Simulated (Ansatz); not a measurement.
# ScTeN3 (model cell, started as cubic perovskite with Te in the octahedra): a soft mode frozen in, part 2 of 4

Wanted: the energy along a soft mode of ScTeN3 (model cell, started as cubic perovskite with Te in the octahedra) and the structure at the end.

Ansatz 0.2.0; DFT PBEsol, scalar-relativistic, plane waves, PAW; PAW set soft_1.

So far, highest frequency on the path or at a solved wavevector (cm⁻¹): step 2 (phonons on a q mesh) 985. Also lowest frequency on the path (cm⁻¹): step 2 -463.

The structure was built from a prototype and need not be the compound's stable phase.

**3. The mode frozen in, largest atomic shift 0 Å**

The mode followed lies at q = (-0.5, -0.5, -0.5) with frequency 463.0i cm⁻¹ and is 3-fold degenerate, the softest among the wavevectors solved. At small amplitude the distorted cell has space group no. 140 by a symmetry search on the positions. The undistorted cell that holds it gives the zero of energy on the same k mesh.

System of this step: ScTeN3 (model cell, started as cubic perovskite with Te in the octahedra). It takes space group Pm-3m (No. 221, cubic). Conventional cell: a = 3.913 Å, b = 3.913 Å, c = 3.913 Å, α = 90.00°, β = 90.00°, γ = 90.00°. Sc has 12 N at 2.77 Å and 8 Te at 3.39 Å nearest. Nearest to Te lie 6 N at 1.96 Å and 8 Sc at 3.39 Å. Nearest to N lie 2 Te at 1.96 Å and 4 Sc at 2.77 Å. Farther neighbours and most contacts between anions are not listed.

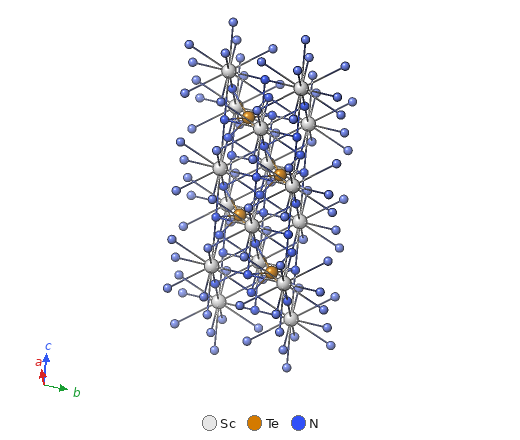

The cell of this step (scandium white, tellurium orange, nitrogen blue). 1×1×2 cells are drawn. Some periodic images of atoms are drawn too.

The input, input.yaml:

```yaml
crystal:
  lattice:
    - [3.9131533689, 3.9131533689, 0.0]
    - [3.9131533689, 0.0, 3.9131533689]
    - [3.9131533689, 0.0, -3.9131533689]
  atoms:
    - { symbol: Sc, position: [0.0, 0.0, 0.0] }
    - { symbol: Sc, position: [0.0, 0.5, 0.5] }
    - { symbol: Te, position: [0.5, 0.25, 0.75] }
    - { symbol: Te, position: [0.5, 0.75, 0.25] }
    - { symbol: "N", position: [0.5, 0.5, 0.5] }
    - { symbol: "N", position: [0.5, 0.0, 0.0] }
    - { symbol: "N", position: [0.0, 0.0, 0.5] }
    - { symbol: "N", position: [0.0, 0.5, 0.0] }
    - { symbol: "N", position: [0.5, 0.5, 0.0] }
    - { symbol: "N", position: [0.5, 0.0, 0.5] }
kpoints:
  mp_grid: { grid: [10, 10, 10] }
hamiltonian:
  xc: pbesol
  pseudopotentials: { kind: paw, azcp: { folder: soft_1 }, xc_functional: pbe }
scf:
  occupations: { method: methfessel_paxton, width: 0.2 }
output:
  forces: true
  stress: true
  eigenvalues: true
```

On the command line:

```console
ansatz run input.yaml --threads 8 --pin off --max-ram 16384MiB --backend cpu --events-out ev --progress --plain --runs-dir out
```

Numbers of over 12 decimals in the logs are rounded to 6 here.

The program printed:

```text
[...]
Crystal: 10 atoms, lattice volume = 119.842 Å³
Basis set: ecut = 420 eV, 2397 PW (Γ), exchange–correlation on 80×80×80 points (8 copies of the dense FFT grid, shifted against one another)
Bands: 52, of which v1, the nominal top of the filled ones, is band 42 counted from 1 (41 counted from 0)
Symmetry: 96 space group operations
[...]
k-points: 47 of 1000
[...]
k-point 0: bands = [... 38 lower, 11.4800, 11.4800, 13.3336, 13.3336, 13.3336, 13.7852, 13.7852, 14.2296, ... 6 higher]
  k-point 1: bands = [... 38 lower, 11.4529, 11.5174, 13.0710, 13.0710, 13.2774, 13.8938, 13.8938, 14.2872, ... 6 higher]
  k-point 2: bands = [... 38 lower, 11.5345, 11.6273, 12.6315, 12.6315, 13.1173, 14.0514, 14.0514, 14.4393, ... 6 higher]
  k-point 46: bands = [... 38 lower, 10.8502, 10.8829, 11.6778, 12.3011, 14.8343, 14.8626, 14.8827, 14.9332, ... 6 higher]
[key lines of the parts left out:]
SCF converged after 8 iterations
Free energy (F): -20291.859854 eV
Fermi energy:    12.901481 eV
P = ⅓ Tr σ = 0.0973 GPa (0.973 kbar)
```

It took 3.2 s on 8 threads of AMD EPYC 7R32 (Zen 2), shared host; peak memory 0.78 GiB.

Numbers from this step:

- pressure: 0.09731 GPa
- energy from the undistorted cell: 0 meV/atom

The run ends at a pressure of 0.10 GPa.

**4. The mode frozen in, largest atomic shift 0.6 Å**

The atoms are moved along the unstable eigenvector, the largest shift by 0.6 Å, with the cell fixed.

input.yaml, the sections that differ from step 3:

```yaml
crystal:
  lattice:
    - [3.9131533689, 3.9131533689, 0.0]
    - [3.9131533689, 0.0, 3.9131533689]
    - [3.9131533689, 0.0, -3.9131533689]
  atoms:
    - { symbol: Sc, position: [0.0, 0.0, 0.0] }
    - { symbol: Sc, position: [0.0, 0.5, 0.5] }
    - { symbol: Te, position: [0.5, 0.25, 0.75] }
    - { symbol: Te, position: [0.5, 0.75, 0.25] }
    - { symbol: "N", position: [0.5, 0.4233354863, 0.4233354863] }
    - { symbol: "N", position: [0.5, 0.0766645137, 0.0766645137] }
    - { symbol: "N", position: [0.0, 0.0, 0.5] }
    - { symbol: "N", position: [0.0, 0.5, 0.0] }
    - { symbol: "N", position: [0.5, 0.5766645137, -0.0766645137] }
    - { symbol: "N", position: [0.5, -0.0766645137, 0.5766645137] }
# kpoints, hamiltonian, scf, output: as in step 3
```

The program printed:

```text
[...]
Crystal: 10 atoms, lattice volume = 119.842 Å³
Basis set: ecut = 420 eV, 2397 PW (Γ), exchange–correlation on 80×80×80 points (8 copies of the dense FFT grid, shifted against one another)
Bands: 52, of which v1, the nominal top of the filled ones, is band 42 counted from 1 (41 counted from 0)
Symmetry: 16 space group operations
[...]
k-points: 102 of 1000
[...]
k-point 0: bands = [... 38 lower, 11.8496, 11.8496, 12.1902, 12.2183, 12.2183, 14.1437, 14.8359, 15.0509, ... 5 higher]
  k-point 1: bands = [... 38 lower, 11.5867, 11.8344, 12.1867, 12.2288, 12.5152, 14.1991, 14.8732, 15.0133, ... 5 higher]
  k-point 2: bands = [... 38 lower, 11.3887, 11.7847, 12.0707, 12.2064, 12.8823, 14.3459, 14.9809, 15.0948, ... 5 higher]
  k-point 101: bands = [... 38 lower, 10.7025, 11.6609, 11.7678, 11.7678, 14.7227, 14.7586, 14.8937, 15.1858, ... 5 higher]
[key lines of the parts left out:]
SCF converged after 8 iterations
Free energy (F): -20295.011006 eV
Fermi energy:    12.382703 eV
P = ⅓ Tr σ = -5.8034 GPa (-58.034 kbar)
```

The job ended after 5.4 s (8 threads; peak memory 0.95 GiB).

Numbers from this step:

```yaml
pressure: -5.803 GPa
energy_from_the_undistorted_cell: -315.4 meV/atom
```

The energy, extrapolated to zero smearing, is -315.36 meV/atom against the undistorted cell.

The run ends at a pressure of -5.80 GPa, with forces up to 0.68 eV/Å.

**5. Energy along the mode, all amplitudes (two of the runs are shown above)**

An imaginary frequency means negative curvature, so the energy should fall and then rise again as anharmonic terms take over.

This step gave:

```yaml
depth_at_the_lowest_point_sampled: 315.4 meV/atom
largest_atomic_shift_at_that_point: 0.6 Å
```

Table of energy from the parent by largest atomic shift:

```csv
largest atomic shift (Å),energy from the parent (meV/atom)
0.000,0
0.040,-3.43
0.080,-13.2
0.140,-37.9
0.220,-84.3
0.320,-154
0.450,-245
0.600,-315
```

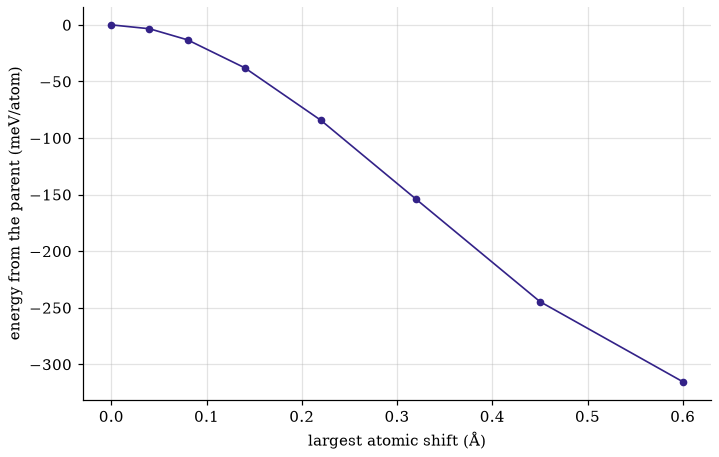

Energy from the parent, plotted against largest atomic shift.

Displacement at unit largest shift by atom:

```csv
atom,x (Å),y (Å),z (Å),size
Sc1,0.00,0.00,0.00,0.00
Sc2,0.00,0.00,0.00,0.00
Te3,0.00,0.00,0.00,0.00
Te4,0.00,0.00,0.00,0.00
N5,-1.00,0.00,0.00,1.00
N6,1.00,0.00,0.00,1.00
N7,0.00,0.00,0.00,0.00
N8,0.00,0.00,0.00,0.00
N9,0.00,0.00,1.00,1.00
N10,0.00,0.00,-1.00,1.00
```

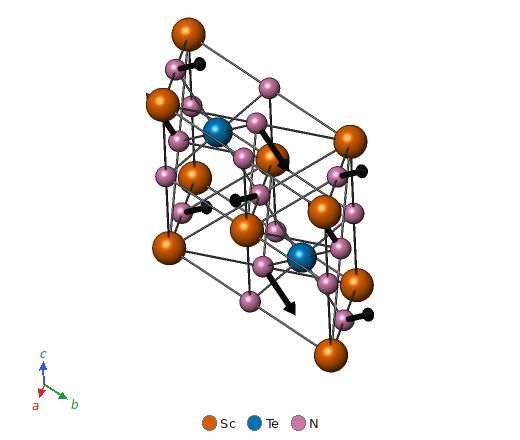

Displacement at unit largest shift as arrows, the longest 1 Å. Some periodic images of atoms are drawn too.

The lowest of the steps tried is the last one, at 0.6 Å, 315 meV/atom below the parent; the bottom of the well need not coincide with a step.

[end of part 2 of 4]

[Logs are printed without paths, hosts, clocks, repeated set-up lines and the standing remarks that a program may print on its own settings, such as how far it seeks lower states.]

[Hosts, paths, dates, database ids (printed as entryN), source tags and the programs' standing remarks are cut or masked in the printed files.]
